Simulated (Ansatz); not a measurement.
Consider GeH₇NO₂Si.

Input file:

```
crystal:
  periodic: [false, false, false]
  atoms:
    - { symbol: "N", position_ang: [-0.6205, 1.7549, 1.8889] }
    - { symbol: Ge, position_ang: [-0.5791, 0.5705, 0.4758] }
    - { symbol: O, position_ang: [0.8136, -0.4896, 0.7044] }
    - { symbol: Si, position_ang: [0.9051, -1.5904, -0.6001] }
    - { symbol: O, position_ang: [1.3242, -0.8152, -2.0563] }
    - { symbol: H, position_ang: [0.1937, 2.4013, 1.8195] }
    - { symbol: H, position_ang: [-1.4481, 2.4329, 1.6735] }
    - { symbol: H, position_ang: [-1.8376, -0.2538, 0.4525] }
    - { symbol: H, position_ang: [-0.4352, 1.3639, -0.8183] }
    - { symbol: H, position_ang: [-0.5024, -2.1956, -0.7484] }
    - { symbol: H, position_ang: [1.7674, -2.688, -0.287] }
    - { symbol: H, position_ang: [0.4959, -0.546, -2.4704] }
basis:
  gaussian: { orbitals: def2-SVP }
hamiltonian:
  xc: b3lyp
  dispersion: d4
relax:
  f_tol: 0.02
  max_steps: 50
output:
  orbitals: {}
```

Command:

```sh
ansatz run input.yaml --threads 2 --pin off --max-ram 3072MiB --backend cpu --events-out ev --progress --plain --runs-dir out
```

The fields are those of the relaxed geometry.

Theory: RKS B3LYP-D4/def2-SVP (Ansatz 0.2.0).

Question: Predict the electron density and electron localisation function between the atoms.

Answer: Si–O (1.65 Å): the density is about 1.1 e/Å³ at the midpoint; the ELF peaks at about 0.90 between the atoms: a polar covalent bond.
Ge–O (1.81 Å): ρ at the midpoint is about 0.86 e/Å³; the ELF peaks at about 0.85 in the valence shell of O, 0.6 Å from its nucleus, and is about 0.30 at the midpoint.

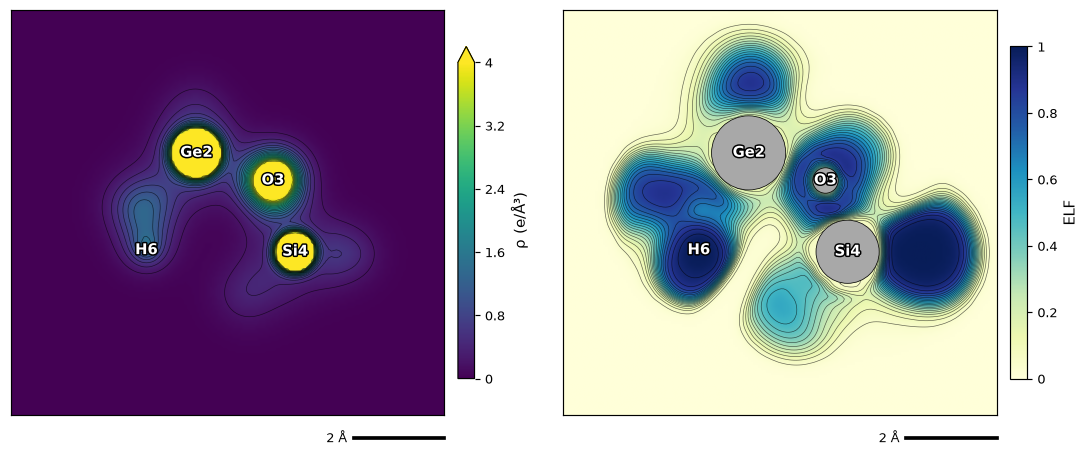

Computed electron density and electron localisation function on the plane of atoms Ge2, O3 and Si4, in this order. Grey discs cover the atomic cores in the ELF map. 
